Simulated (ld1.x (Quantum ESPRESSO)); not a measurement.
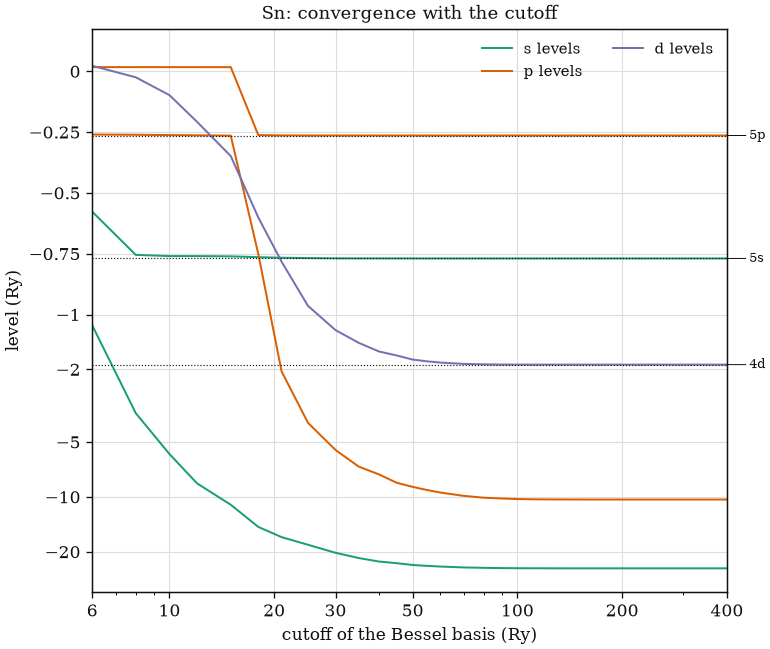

The pseudo-atom Hamiltonian at the reference potential is diagonalised in spherical Bessel functions (20 bohr box) up to the cutoff. Curves: the lowest levels of each channel that holds a bound state. Dotted lines: the all-electron valence levels.

- Element: Sn
- Generator: ld1.x (Quantum ESPRESSO) 7.5
- Type: norm-conserving Troullier–Martins (Kleinman–Bylander form)
- Functional: BLYP
- Relativity: scalar-relativistic
- Frozen core: [Kr]
- Valence charge: 14
- Reference configuration: 4d10 5s2 5p2
- Partial waves: 5s (bound): rc 1.86 bohr; 5p (bound): rc 2.36 bohr; 4d (bound): rc 1.14 bohr
- Local potential: all-electron potential smoothed inside 1.02 bohr (lloc = -1)
- Core correction: a·sin(br)/r model core inside 0.45 bohr

Does every curve settle on an all-electron level?

Answer. Ghost states below the valence levels: s at -335.3 eV, p at -140.7 eV. A ghost is a curve that settles on no dotted line: a bound state with no counterpart among the valence levels. In Ry: s -24.65, p -10.34.

Read the all-electron valence levels.

Answer. 5s: -0.77 Ry; 5p: -0.26 Ry; 4d: -1.88 Ry.

From which cutoff on does the ghost show?

Answer. The lowest s curve lies clearly below the lowest valence level of its channel already at the lowest cutoff, 6 Ry, and ends at -24.65 Ry.
